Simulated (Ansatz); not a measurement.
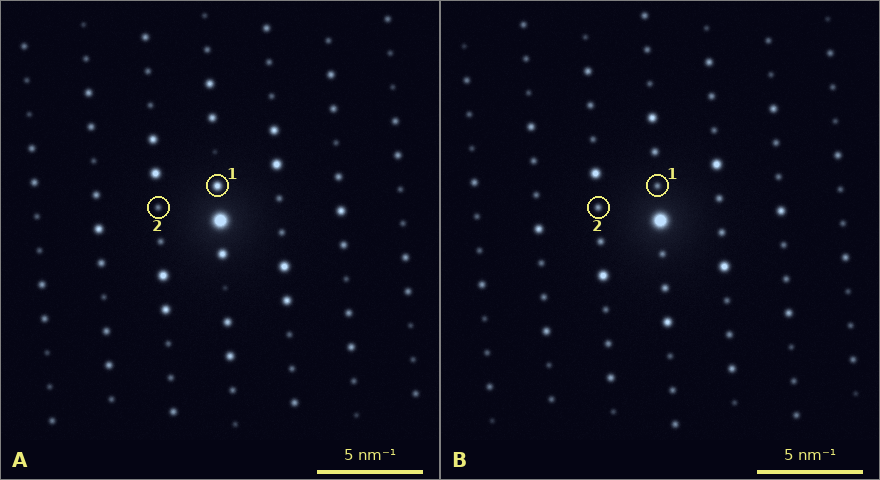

Kinematic electron diffraction patterns (300 kV, B = 0.5 Å², same scale) along [010] of the run's own cell, for the start and the end of one relaxation of Al2Cd with DFT, PAW plane waves, pbe, spin-orbit in Ansatz 0.2.0. k mesh 5×5×5. The start is a generated model structure, and the relaxation ends in the nearest stationary point of its symmetry, not necessarily the ground state. Spot 1 is 0 0 -1 and spot 2 is -1 0 -1 in both.

Start structure:

```yaml
crystal:
  lattice:
    - [0.00000, 3.44639, 0.00000]
    - [3.44639, 0.00000, 0.00000]
    - [1.72319, 1.72319, -6.13122]
  atoms:
    - { symbol: Cd, position: [0.00000, 0.00000, 0.00000] }
    - { symbol: Al, position: [0.37000, 0.37000, 0.26000] }
    - { symbol: Al, position: [0.63000, 0.63000, 0.74000] }
```

Q: Which pattern belongs to the start structure, and which to the relaxed one?

A: A is the start: its cell gives d(1) = 6.131 Å, d(2) = 3.318 Å and an angle of 74.3°. The spot positions hardly differ, so the intensities decide: those computed from the start structure match A, and B is the relaxed structure.

Q: Name reflections whose intensity changes strongly on relaxation.

A: 0 0 2 goes from 0.23 to 17 % of the strongest spot; 0 0 4 goes from 38 to 2.4 % of the strongest spot; 1 0 3 goes from 49 to 4.2 % of the strongest spot.

Q: What did the relaxation do to the structure and the energy?

A: The cell was held fixed; with the mean shift removed, the atoms moved by up to 0.54 Å relative to the cell (Al most); the space group stayed I4/mmm (No. 139); the free energy fell by 200 meV an atom.
